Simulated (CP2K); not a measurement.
# GFN1-xTB run of CH6GeSSi (SMILES [CH2]1[SiH2][S][GeH2]1)

Aim: the energy change on altering one bond length of CH6GeSSi at GFN1-xTB, from 2 runs. 

The results are computed with CP2K 2026.2.

4 further runs of the same task are left out: 2 that didn't finish, 2 set aside as unsound or not needed.

**1. Starting point**

CH6GeSSi has 10 atoms, charge 0, and is taken as a singlet. SMILES: `[CH2]1[SiH2][S][GeH2]1`. The shape comes from a force field and isn't a relaxed structure.

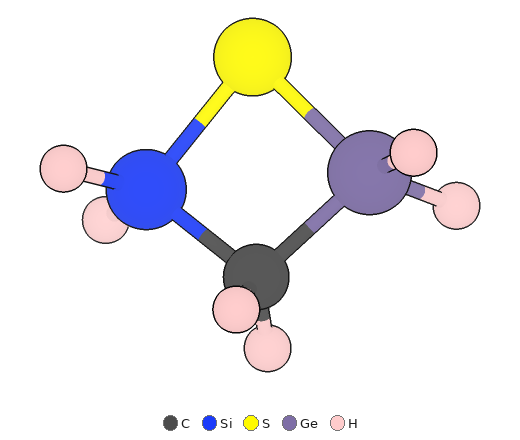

Viewed from a chosen angle; carbon dark grey, silicon blue, sulfur yellow, germanium purple, hydrogen pink.

**2. A single-point energy at GFN1-xTB**

File gas.inp:

```
&GLOBAL
 PROJECT_NAME gas
 RUN_TYPE ENERGY
 PRINT_LEVEL MEDIUM
&END GLOBAL

&FORCE_EVAL
 METHOD QUICKSTEP
 &DFT
  &QS
   METHOD XTB
   EPS_DEFAULT 1.0E-10
   &XTB
    GFN_TYPE 1
    CHECK_ATOMIC_CHARGES F
   &END XTB
  &END QS
  &POISSON
   PERIODIC NONE
   POISSON_SOLVER ANALYTIC
  &END POISSON
  &SCF
   SCF_GUESS ATOMIC
   EPS_SCF 1.0E-07
   MAX_SCF 40
   &OT
    MINIMIZER CG
    PRECONDITIONER FULL_SINGLE_INVERSE
   &END OT
   &OUTER_SCF
    EPS_SCF 1.0E-07
    MAX_SCF 10
   &END OUTER_SCF
  &END SCF
  &PRINT
   &MOMENTS
    PERIODIC F
    REFERENCE COM
    MAX_MOMENT 1
   &END MOMENTS
   &MO_CUBES
    NLUMO 3
    NHOMO -1
    WRITE_CUBE F
   &END MO_CUBES
   &HIRSHFELD OFF
   &END HIRSHFELD
  &END PRINT
 &END DFT
 &SUBSYS
  &CELL
   ABC 19.3 19.2 20.3
   PERIODIC NONE
  &END CELL
  &COORD
   UNIT bohr
   C     -1.2689511     0.8460304     0.5017223
   Si    -0.2449085     0.0241885    -2.7365124
   S      2.8646358    -2.0769980    -1.3088243
   Ge     1.4072790    -0.7732759     2.3479847
   H     -1.2738644     2.9910585     0.7417175
   H     -3.2514628     0.1555245     0.8906279
   H     -2.0032987    -1.6211960    -4.0243608
   H      0.6708528     2.2757972    -4.2031288
   H      3.0396245     1.1122928     3.8316087
   H      0.2171295    -3.0299869     3.9650234
  &END COORD
  &TOPOLOGY
   &CENTER_COORDINATES
   &END CENTER_COORDINATES
  &END TOPOLOGY
 &END SUBSYS
&END FORCE_EVAL
```

On the command line:

```bash
$ OMP_NUM_THREADS=1 cp2k.psmp gas.inp > gas.out
```

What it wrote:

```text
CP2K| version string:                                       CP2K version 2026.2
[...]
 GLOBAL| Method name                                                        CP2K
[...]
 GLOBAL| Run type                                                         ENERGY
[...]
                             - Atoms:                                         10
[...]
                             - Spherical basis functions:                     43
[...]
 Number of electrons:                                                         24
[...]
     1 OT CG       0.80E-01    0.0     0.21738689       -12.3314357065 -1.23E+01
[...]
    34 OT CG       0.49E-01    0.0     0.00000008       -12.6107363942 -2.26E-13
  *** SCF run converged in    34 steps ***
[...]
 TB_DIPOLE| Moment [Debye]         -0.59038306       0.53415114       0.08715700
 TB_DIPOLE| Derivative [a.u.]       0.00000000       0.00000000       0.00000000
[...]
 ENERGY| Total FORCE_EVAL ( QS ) energy [hartree]            -12.610736394185771
[...]
```

It took 1.1 s on 1 thread of Intel Xeon 6975P-C (Granite Rapids), shared host; peak memory 0.19 GiB.

**3. The distorted shape**

File gas.inp:

```
&GLOBAL
   PROJECT_NAME gas
   RUN_TYPE ENERGY
   PRINT_LEVEL MEDIUM
&END GLOBAL
&FORCE_EVAL
   METHOD Quickstep
   &DFT
      CHARGE 0
      MULTIPLICITY 1
      &QS
         METHOD XTB
         EPS_DEFAULT 1.0E-10
         &XTB
            GFN_TYPE 1
            CHECK_ATOMIC_CHARGES F
         &END XTB
      &END QS
      &POISSON
         PERIODIC NONE
         POISSON_SOLVER ANALYTIC
      &END POISSON
      &SCF
         SCF_GUESS ATOMIC
         EPS_SCF 1.0E-07
         MAX_SCF 40
         &OT ON
            MINIMIZER CG
            PRECONDITIONER FULL_SINGLE_INVERSE
         &END OT
         &OUTER_SCF
            EPS_SCF 1.0E-07
            MAX_SCF 10
         &END OUTER_SCF
      &END SCF
      &PRINT
         &MOMENTS
            PERIODIC F
            REFERENCE COM
            MAX_MOMENT 1
         &END MOMENTS
         &MO_CUBES
            NLUMO 3
            NHOMO -1
            WRITE_CUBE F
         &END MO_CUBES
         &HIRSHFELD OFF
         &END HIRSHFELD
      &END PRINT
   &END DFT
   &SUBSYS
      &CELL
         ABC [angstrom] 19.3 20.4 21.2
         PERIODIC NONE
      &END CELL
      &COORD
         UNIT bohr
         C     -0.0787751     3.1027923    -1.1153542
         Si     0.9452675     2.2809505    -4.3535888
         S      4.0548118     0.1797640    -2.9259008
         Ge     2.5974550     1.4834860     0.7309083
         H     -0.0836884     5.2478205    -0.8753589
         H     -2.0612868     2.4122864    -0.7264485
         H     -0.8131227     0.6355659    -5.6414372
         H      1.8610287     4.5325591    -5.8202053
         H      4.2298004     3.3690548     2.2145323
         H      0.2171295    -3.0299869     3.9650234
      &END COORD
      &TOPOLOGY
         &CENTER_COORDINATES
         &END CENTER_COORDINATES
      &END TOPOLOGY
   &END SUBSYS
&END FORCE_EVAL
```

On the command line:

```bash
$ OMP_NUM_THREADS=1 cp2k.psmp -i gas.inp -o gas.out
```

What it wrote:

```text
CP2K| version string:                                       CP2K version 2026.2
[...]
 GLOBAL| Method name                                                        CP2K
[...]
 GLOBAL| Run type                                                         ENERGY
[...]
 GENERATE| WARNING:: No connections detected for Hydrogen - Atom Nr:        10 !
 GENERATE|  Preliminary Number of Bonds generated:                             0
 GENERATE|  Achieved consistency in connectivity generation.
[...]
                             - Atoms:                                         10
[...]
                             - Spherical basis functions:                     43
[...]
 Number of electrons:                                                         24
[...]
     1 OT CG       0.80E-01    0.0     0.27892887       -12.0253360481 -1.20E+01
[...]
     3 OT CG       0.58E-01    0.0     0.00000008       -12.4922502685 -2.27E-13
  *** SCF run converged in     3 steps ***
[...]
 TB_DIPOLE| Moment [Debye]          0.19780763       2.28767037      -1.30478085
 TB_DIPOLE| Derivative [a.u.]       0.00000000       0.00000000       0.00000000
[...]
 ENERGY| Total FORCE_EVAL ( QS ) energy [hartree]            -12.492250268459236
[...]
```

Run time: 1.3 s. Hardware: 1 thread of Intel Xeon 6975P-C (Granite Rapids), shared host; peak memory 0.2 GiB.

**4. What came out**

At GFN1-xTB:

```
                                                           quantity          value
                                          first shape: total energy   -12.61074 Eh
             first shape: dipole moment (from atomic charges alone)         0.80 D
                                           first shape: HOMO energy      -11.29 eV
                                     first shape: dispersion energy  -11.06 kJ/mol
                                      distorted shape: total energy   -12.49225 Eh
         distorted shape: dipole moment (from atomic charges alone)         2.64 D
                                       distorted shape: HOMO energy      -10.23 eV
                                 distorted shape: dispersion energy  -11.07 kJ/mol
energy change with the Ge4–H10 bond stretched from 1.598 to 3.197 Å       3.224 eV
```

One bond (distorted shape) is far stretched, which a spin-restricted single reference describes badly. With the Ge4–H10 bond stretched from 1.598 to 3.197 Å the energy rises by 3.22 eV (311 kJ/mol). The first shape isn't relaxed at this level, so the change isn't measured from a minimum. A restricted reference can't describe the breaking bond well at this length. The dipole (first shape) comes from point charges on the atoms alone, without atomic dipoles, so it is partial. The dipole (distorted shape) comes from point charges on the atoms alone, without atomic dipoles, so it is partial.
